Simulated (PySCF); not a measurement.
AlCd (charge +1)

```xyz
2

Al    0.0000    0.0000   -2.4602
Cd    0.0000    0.0000    0.5828
```

Core potentials replace the inner electrons of Cd.

Theory: PBE0/def2-SVPD, non-relativistic Hamiltonian with scalar-relativistic core potentials where named, at a bond length of 3.043 Å (PySCF 2.14.0).

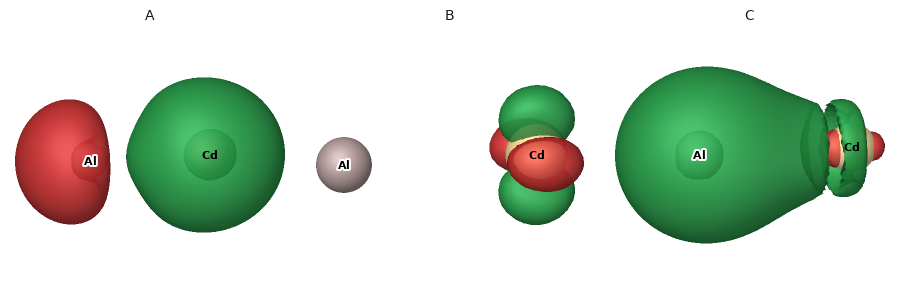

Figure 1. Three frontier orbitals, each drawn at the value that holds 80 % of its norm (green and red are the two phases), in no order; of a degenerate pair one member is drawn.

### Name the orbitals and rank them from lowest to highest energy.

Orbital B: δ, occupied, −19.32 eV; almost wholly on Cd.
Orbital C: σ, occupied, −14.76 eV; mainly on Al (85 %).
Orbital A: σ, occupied, −11.41 eV; shared between the atoms (Al 35 %, Cd 65 %).

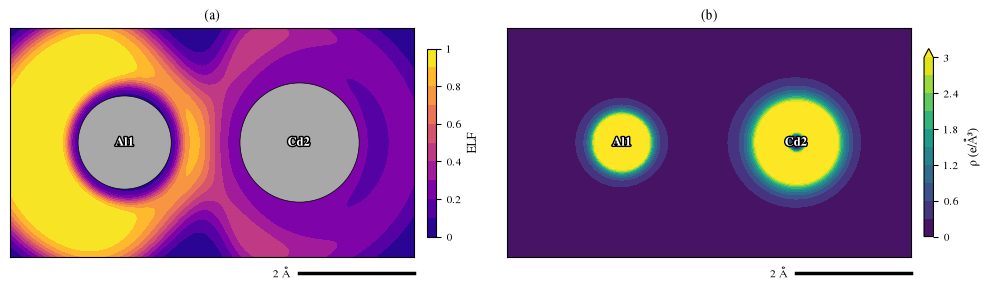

Figure 2. (a) ELF; (b) electron density on a plane that holds the molecular axis. Grey discs cover the atomic cores in the ELF map.

### What do the fields say about this system?

The section cuts through Al and Cd sites.
Al–Cd (3.04 Å): the density is about 0.18 e/Å³ at the midpoint; the ELF peaks at about 0.85 between the atoms.
